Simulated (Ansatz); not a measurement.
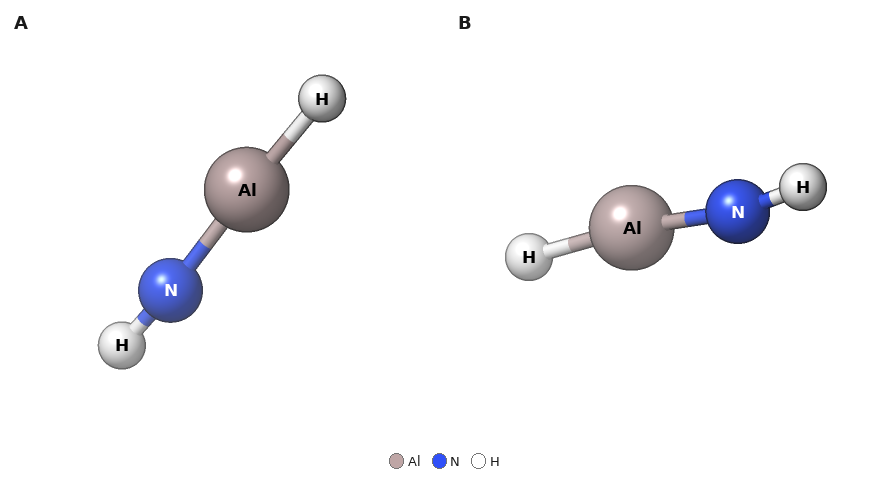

Depth is shown by fading: the farther an atom, the more it takes the colour of the background. Computed geometry: PBE0-D4/def2-TZVP optimisation.

Q: How are A and B related: the same structure turned, mirror images, conformers, diastereomers or constitutional isomers?

A: They are the same structure, AlH2N, seen from two directions. With point group C∞v it is achiral, so its mirror image would be the same too.
